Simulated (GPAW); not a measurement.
Consider CrB (Cmcm).

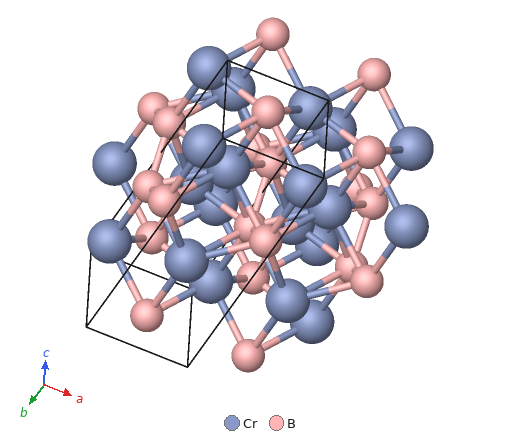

The structure (chromium light blue, boron pink). 2×1×2 conventional cells are drawn. Some periodic images of atoms are drawn too.

```xyz
4
Lattice="1.4845 -3.9290 0.0000 1.4845 3.9290 0.0000 0.0000 0.0000 2.9320" Properties=species:S:1:pos:R:3 pbc="T T T"
Cr    1.4845    2.7935    0.7330
Cr    1.4845   -2.7935    2.1990
B     1.4845    0.5108    0.7330
B     1.4845   -0.5108    2.1990
```

Absorber: atom 3, with 2 B at 1.79 Å, 4 Cr at 2.18 Å, 2 Cr at 2.22 Å and 1 Cr at 2.28 Å (9-fold, site symmetry m2m). Method: GPAW, LDA, excited-electron core hole (neutral cell), 16-atom cell with 5.1 Å between holes, 4×4×4 k points, dipole transitions, Gaussian full width 0.9 eV up to 4 eV, rising linearly to 3.5 eV at 25 eV.

Predict the near-edge structure at the B K edge.

Main maxima up to 24 eV above the zero (height): 3.5 eV (1.62), 7.5 eV (1.52), 9.4 eV (1.28) and 16.7 eV (0.80). A K edge sees empty p states on the absorber. The total-energy difference is 185.17 eV. The functional leaves an error in such absolute values: in the free atom LDA prices this hole 2.2 eV below PBE (computed apart), and PBE is itself good to a few eV.

The B K spectrum (energy from the lowest empty level; intensity scaled to a mean of 1 over the first 20 eV; polarised curves are means over the symmetry-equivalent atoms):

```csv
E (eV),isotropic,ε ∥ x,ε ∥ y,ε ∥ z
-2.0,0.00,0.00,0.00,0.00
-0.5,0.05,0.06,0.04,0.04
1.0,0.88,0.66,0.78,1.21
2.5,1.29,1.35,1.35,1.16
4.0,1.51,2.44,1.79,0.31
5.5,0.94,2.17,0.48,0.16
7.0,1.32,0.38,1.19,2.38
8.5,1.24,0.21,1.78,1.73
10.0,1.23,0.42,1.68,1.59
11.5,1.06,0.89,0.88,1.39
13.0,0.83,0.93,0.56,1.00
14.5,0.76,0.83,0.61,0.82
16.0,0.76,0.94,0.71,0.62
17.5,0.76,0.91,0.67,0.68
19.0,0.63,0.76,0.48,0.65
20.5,0.53,0.52,0.44,0.64
22.0,0.38,0.26,0.45,0.44
23.5,0.38,0.30,0.50,0.33
25.0,0.44,0.45,0.56,0.32
26.5,0.51,0.53,0.61,0.37
```

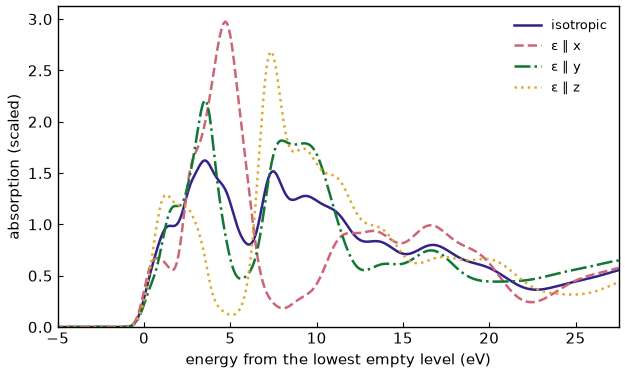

The B K edge.

The hole lies in one spin channel, while the script sums the empty states of both and takes the lower zero; where the two channels are split, this blurs and shifts the curve. The starting moments shrank to 0.00 μB or less, so this is hardly a magnetic state. The holes are only 5.1 Å apart, so the shape is probably not converged with cell size; no larger cell was run here. The mesh is coarse (0.33 Å⁻¹ between points), so small maxima may be mesh ripples. The structure is a published determination, not relaxed.

[Banner, clock and machine lines of the logs are left out without a mark of their own.]

[Logs are printed without paths, hosts, clocks, repeated set-up lines and the standing remarks that a program may print on its own settings, such as how far it seeks lower states.]

[Hosts, paths, dates, database ids (printed as entryN), source tags and the programs' standing remarks are cut or masked in the printed files.]

[Lists of maxima count a maximum above −3 eV only where it reaches 4 % of the highest in the window and stands out from its surroundings by 2 % of it (1.5 % where it reaches 55 %); shoulders and weaker maxima are passed over, and of the rest the first, up to two pre-edge ones and the few strongest are named.]
